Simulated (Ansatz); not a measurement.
# CH5BO (SMILES BCO): functionals against CCSD(T) at one geometry

A test off equilibrium: a structure displaced at random from a GFN2-xTB minimum is computed at several levels, and each is set against CCSD(T).

The runs use Ansatz 0.2.0, Gaussian basis; single points in def2-TZVPP.

Cores are frozen in the correlated methods.

## Step 1: Starting geometry

SMILES `BCO`, 8 atoms, charge 0, spin multiplicity 1.

Atoms are counted from 1 here; the program's logs count them from 0.

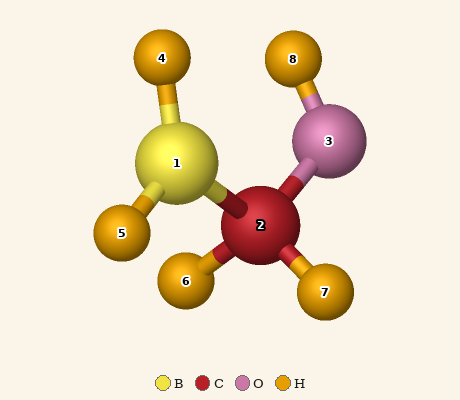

As it starts; boron yellow, carbon red, oxygen pink, hydrogen amber; atoms are numbered from 1 in the order of the file.

Coordinates:

```
B    -0.6310    0.5165   -0.7207
C     0.4353    0.0963    0.4601
O     0.8863   -1.1871    0.4112
H    -1.1024   -0.2802   -1.3516
H    -0.9836    1.6273   -0.7498
H    -0.1301    0.3489    1.4395
H     1.2834    0.7278    0.4022
H     0.2722   -1.8144    0.0523
```

## Step 2: CCSD(T)/def2-TZVPP

Input file run/in.yaml:

```yaml
crystal:
  periodic: [false, false, false]
  atoms:
    - {symbol: B, position_ang: [-0.631000, 0.516500, -0.720700]}
    - {symbol: C, position_ang: [0.435300, 0.096300, 0.460100]}
    - {symbol: O, position_ang: [0.886300, -1.187100, 0.411200]}
    - {symbol: H, position_ang: [-1.102400, -0.280200, -1.351600]}
    - {symbol: H, position_ang: [-0.983600, 1.627300, -0.749800]}
    - {symbol: H, position_ang: [-0.130100, 0.348900, 1.439500]}
    - {symbol: H, position_ang: [1.283400, 0.727800, 0.402200]}
    - {symbol: H, position_ang: [0.272200, -1.814400, 0.052300]}
basis:
  gaussian: {orbitals: def2-TZVPP}
correlation: {method: ccsd_t}
output: {forces: true}
```

The command line of these runs was not kept.

## Step 3: PBE0-D4/def2-TZVPP

run/in.yaml, as its differences from that of step 2:

```diff
@@ -13,3 +13,3 @@
   gaussian: {orbitals: def2-TZVPP}
-correlation: {method: ccsd_t}
-output: {forces: true}
+hamiltonian: {xc: pbe0, dispersion: d4}
+output: {forces: true, orbitals: {seedname: orbitals}}
```

## Step 4: wB97M-V/def2-TZVPP

run/in.yaml, as its differences from that of step 3:

```diff
@@ -13,3 +13,3 @@
   gaussian: {orbitals: def2-TZVPP}
-hamiltonian: {xc: pbe0, dispersion: d4}
-output: {forces: true, orbitals: {seedname: orbitals}}
+hamiltonian: {xc: {name: wB97M-V}}
+output: {forces: true}
```

## Step 5: r2SCAN-D4/def2-TZVPP

run/in.yaml, as its differences from that of step 4:

```diff
@@ -13,3 +13,3 @@
   gaussian: {orbitals: def2-TZVPP}
-hamiltonian: {xc: {name: wB97M-V}}
+hamiltonian: {xc: r2scan, dispersion: d4}
 output: {forces: true}
```

## Step 6: PBE-D4/def2-TZVPP

run/in.yaml, as its differences from that of step 5:

```diff
@@ -13,3 +13,3 @@
   gaussian: {orbitals: def2-TZVPP}
-hamiltonian: {xc: r2scan, dispersion: d4}
+hamiltonian: {xc: pbe, dispersion: d4}
 output: {forces: true}
```

## Step 7: revPBE-D4/def2-TZVPP

run/in.yaml, as its differences from that of step 6:

```diff
@@ -13,3 +13,3 @@
   gaussian: {orbitals: def2-TZVPP}
-hamiltonian: {xc: pbe, dispersion: d4}
+hamiltonian: {xc: {name: revPBE}, dispersion: d4}
 output: {forces: true}
```

## Step 8: SPW92/def2-TZVPP

run/in.yaml, as its differences from that of step 7:

```diff
@@ -13,3 +13,3 @@
   gaussian: {orbitals: def2-TZVPP}
-hamiltonian: {xc: {name: revPBE}, dispersion: d4}
+hamiltonian: {xc: lda}
 output: {forces: true}
```

(Steps that only read results are left out.)

Before running it: what results should come out? Wanted: energy less free atoms, CCSD(T)/def2-TZVPP; RMS force component; RMS force error; HOMO and LUMO, PBE0-D4; T1 diagnostic.

As calculated:

```
                                  quantity                                                                                           value
energy less free atoms, CCSD(T)/def2-TZVPP                                                                                  -2750.3 kJ/mol
                       RMS force component                                                            1.316 to 1.416 eV/Å over the methods
                           RMS force error  PBE0-D4 0.168, wB97M-V 0.077, r2SCAN-D4 0.124, PBE-D4 0.236, revPBE-D4 0.216, SPW92 0.451 eV/Å
                    HOMO and LUMO, PBE0-D4                                                                              -7.48 and -1.61 eV
                             T1 diagnostic                                                                                           0.010
```

**Reading.** Against CCSD(T) the functionals' energies less atoms differ by -470.8 to -49.4 kJ/mol, PBE-D4 by -118.6 kJ/mol. The reference is not at the basis limit: in triple zeta CCSD(T) underbinds, which counts against methods that bind more; the gaps are no ranking. For forces wB97M-V does best and SPW92 worst. Frozen-core CCSD(T) forces in triple zeta carry basis errors of their own, and this is one geometry, so small gaps rank nothing.
